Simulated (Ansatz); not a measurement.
The reference is LiC (space group Immm, No. 71; a = 3.5736 Å, b = 4.8048 Å, c = 5.3052 Å).

Perturbation: the cell is scaled by 1.0052 in all directions; the atoms relax in the strained cell.

Computed with DFT with PBEsol, PAW potentials and a 420 eV plane-wave cutoff in Ansatz (an electronic-structure program), no spin-orbit coupling, earlier PAW set.

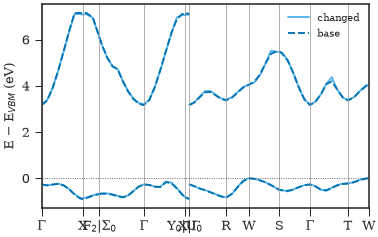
Figure: Highest valence and lowest conduction band along the path, each from its own valence-band maximum

Q: Read the changed gap and its character from the plot.

A: About 3.2 eV, indirect, W → Γ.

Stability against distortions was not tested.
